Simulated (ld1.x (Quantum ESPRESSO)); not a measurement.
## Pseudopotential generation: S (part 2 of 2)

The same run, continued: sulfur (S, Z = 16), core [Ne], reference valence 3s2 3p3.5 (an ion of charge +0.5), valence charge 6. Method: ultrasoft potential, LDA (PZ), scalar-relativistic, made with ld1.x (Quantum ESPRESSO) 7.5.

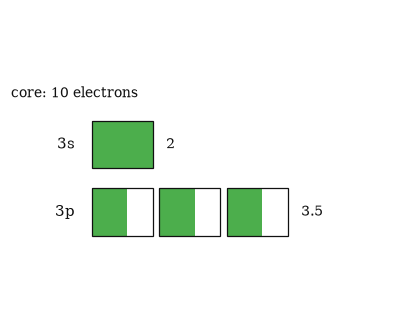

The valence shells of the reference configuration: a box for each of the 2l + 1 orbitals, shaded by the share of the shell that is filled, with the electron count at the right.

**Output of the test run (extracts), continued**
```
     ---------------------- Testing the pseudopotential ----------------------

     S
     scalar relativistic calculation

     atomic number is 16.00   valence charge is  6.00
     dft =PZ   lsd =0 sic =0 latt =0  beta=0.20 tr2=1.0E-14
     mesh =1151 r(mesh) =  99.72449 xmin = -7.00 dx = 0.01250

     n l     nl             e AE (Ry)        e PS (Ry)    De AE-PS (Ry)
     1 0     3S   1( 2.00)       -3.84280       -3.83759       -0.00521  !
     2 1     3P   1( 1.00)       -2.97061       -2.96555       -0.00506  !

     eps = 1.1E-18  iter =  7

     Etot =    -790.634339 Ry,    -395.317169 Ha,  -10757.128187 eV
     Etotps =   -15.469129 Ry,      -7.734564 Ha,    -210.468219 eV
     dEtot_ae =       4.680752 Ry
     dEtot_ps =       4.677241 Ry,   Delta E=       0.003510 Ry

     Ekin =       4.180067 Ry,       2.090034 Ha,      56.872709 eV
     Encl =     -26.446429 Ry,     -13.223214 Ha,    -359.821996 eV
     Ehrt =       5.133510 Ry,       2.566755 Ha,      69.844958 eV
     Ecxc =      -2.408330 Ry,      -1.204165 Ha,     -32.766996 eV
     (Ecc =      -0.223407 Ry,      -0.111704 Ha,      -3.039609 eV)
     Epseu=       4.072053 Ry,       2.036027 Ha,      55.403106 eV

     ---------------------- End of pseudopotential test ----------------------

     ---------------------- Testing the pseudopotential ----------------------

     S
     scalar relativistic calculation

     atomic number is 16.00   valence charge is  6.00
     dft =PZ   lsd =0 sic =0 latt =0  beta=0.20 tr2=1.0E-14
     mesh =1151 r(mesh) =  99.72449 xmin = -7.00 dx = 0.01250

     n l     nl             e AE (Ry)        e PS (Ry)    De AE-PS (Ry)
     1 0     3S   1( 1.00)       -1.31995       -1.31973       -0.00022
     2 1     3P   1( 5.00)       -0.56251       -0.56254        0.00003

     eps = 1.2E-16  iter =  6

     Etot =    -794.908572 Ry,    -397.454286 Ha,  -10815.282096 eV
     Etotps =   -19.739984 Ry,      -9.869992 Ha,    -268.576161 eV
     dEtot_ae =       0.406518 Ry
     dEtot_ps =       0.406386 Ry,   Delta E=       0.000132 Ry

     Ekin =       8.001764 Ry,       4.000882 Ha,     108.869547 eV
     Encl =     -44.192899 Ry,     -22.096450 Ha,    -601.275022 eV
     Ehrt =      16.510247 Ry,       8.255124 Ha,     224.633357 eV
     Ecxc =      -4.434618 Ry,      -2.217309 Ha,     -60.336056 eV
     (Ecc =      -0.223407 Ry,      -0.111704 Ha,      -3.039609 eV)
     Epseu=       4.375522 Ry,       2.187761 Ha,      59.532013 eV

     ---------------------- End of pseudopotential test ----------------------

     ---------------------- Testing the pseudopotential ----------------------

     S
     scalar relativistic calculation

     atomic number is 16.00   valence charge is  6.00
     dft =PZ   lsd =0 sic =0 latt =0  beta=0.20 tr2=1.0E-14
     mesh =1151 r(mesh) =  99.72449 xmin = -7.00 dx = 0.01250

     n l     nl             e AE (Ry)        e PS (Ry)    De AE-PS (Ry)
     1 0     3S   1( 1.00)       -2.07952       -2.07891       -0.00061
     2 1     3P   1( 4.00)       -1.28240       -1.28211       -0.00029

     eps = 2.1E-16  iter =  7

     Etot =    -793.995676 Ry,    -396.997838 Ha,  -10802.861502 eV
     Etotps =   -18.827107 Ry,      -9.413554 Ha,    -256.155843 eV
     dEtot_ae =       1.319415 Ry
     dEtot_ps =       1.319263 Ry,   Delta E=       0.000152 Ry

     Ekin =       7.436335 Ry,       3.718167 Ha,     101.176489 eV
     Encl =     -39.040560 Ry,     -19.520280 Ha,    -531.173882 eV
     Ehrt =      12.336473 Ry,       6.168236 Ha,     167.846264 eV
     Ecxc =      -3.812579 Ry,      -1.906290 Ha,     -51.872781 eV
     (Ecc =      -0.223407 Ry,      -0.111704 Ha,      -3.039609 eV)
     Epseu=       4.253224 Ry,       2.126612 Ha,      57.868066 eV

     ---------------------- End of pseudopotential test ----------------------

     ---------------------- Testing the pseudopotential ----------------------

     S
     scalar relativistic calculation

     atomic number is 16.00   valence charge is  6.00
     dft =PZ   lsd =1 sic =0 latt =0  beta=0.20 tr2=1.0E-14
     mesh =1151 r(mesh) =  99.72449 xmin = -7.00 dx = 0.01250

     n l     nl             e AE (Ry)        e PS (Ry)    De AE-PS (Ry)
     1 0     3S   1( 1.00)       -1.69634       -1.69982        0.00347
     2 1     3P   1( 3.00)       -0.92227       -0.92436        0.00209
     1 0     3S   2( 1.00)       -1.53471       -1.52752       -0.00719  !
     2 1     3P   2( 0.50)       -0.77616       -0.77140       -0.00475

     eps = 1.6E-15  iter = 11

     Etot =    -795.404985 Ry,    -397.702493 Ha,  -10822.036136 eV
     Etotps =   -20.240583 Ry,     -10.120292 Ha,    -275.387166 eV
     dEtot_ae =      -0.089895 Ry
     dEtot_ps =      -0.094213 Ry,   Delta E=       0.004318 Ry

     Ekin =       7.033662 Ry,       3.516831 Ha,      95.697844 eV
     Encl =     -42.525709 Ry,     -21.262855 Ha,    -578.591747 eV
     Ehrt =      14.732292 Ry,       7.366146 Ha,     200.443043 eV
     Ecxc =      -4.317472 Ry,      -2.158736 Ha,     -58.742200 eV
     (Ecc =      -0.223407 Ry,      -0.111704 Ha,      -3.039609 eV)
     Epseu=       4.836644 Ry,       2.418322 Ha,      65.805894 eV

     ---------------------- End of pseudopotential test ----------------------

     ---------------------- Testing the pseudopotential ----------------------

     S
     scalar relativistic calculation

     atomic number is 16.00   valence charge is  6.00
     dft =PZ   lsd =1 sic =0 latt =0  beta=0.20 tr2=1.0E-14
     mesh =1151 r(mesh) =  99.72449 xmin = -7.00 dx = 0.01250

     n l     nl             e AE (Ry)        e PS (Ry)    De AE-PS (Ry)
     1 0     3S   1( 1.00)       -1.31759       -1.32054        0.00295
     2 1     3P   1( 3.00)       -0.56481       -0.56655        0.00173
     1 0     3S   2( 1.00)       -1.19920       -1.19436       -0.00484
     2 1     3P   2( 1.00)       -0.46030       -0.45731       -0.00299

     eps = 7.8E-15  iter = 12

     Etot =    -795.713066 Ry,    -397.856533 Ha,  -10826.227790 eV
     Etotps =   -20.546779 Ry,     -10.273390 Ha,    -279.553175 eV
     dEtot_ae =      -0.397976 Ry
     dEtot_ps =      -0.400409 Ry,   Delta E=       0.002434 Ry

     Ekin =       7.269437 Ry,       3.634719 Ha,      98.905734 eV
     Encl =     -44.927235 Ry,     -22.463618 Ha,    -611.266173 eV
     Ehrt =      16.822276 Ry,       8.411138 Ha,     228.878724 eV
     Ecxc =      -4.568452 Ry,      -2.284226 Ha,     -62.156962 eV
     (Ecc =      -0.223407 Ry,      -0.111704 Ha,      -3.039609 eV)
     Epseu=       4.857195 Ry,       2.428597 Ha,      66.085501 eV

     ---------------------- End of pseudopotential test ----------------------
```

**Key numbers**

- outcome: generated, with a ghost state
- cutoffs needed: 40 Ry and 50 Ry (the cutoffs, on a coarse ladder, from which the occupation-weighted sum of valence levels, in a spherical-Bessel basis at the reference potential, stays within 10 and 1 mRy of its value at 400 Ry); ghost states and empty shells don't enter this sum
- ghost test: ghost state below the valence levels: s at -86.2 eV (spherical-Bessel basis up to 400 Ry, 20 bohr box)
- largest excitation error: +160 meV (all-electron minus pseudo) for 3s2 3p0, out of 7 test configurations
- lowest eigenvalue of the overlap operator S in a Bessel basis (separate test): 0.16 (s channel)
- range over which the phases arctan(r u′/u) at the test radius agree within 0.05 rad (a looser test near the poles than one of phase shifts): s: over the whole range computed; p: over the whole range computed; d: over the whole range computed
- hardware: 1 CPU thread, shared host
- wall time: 2.7 s

**Notes**

The potential has a bound ghost state, so it can't be used as it stands.
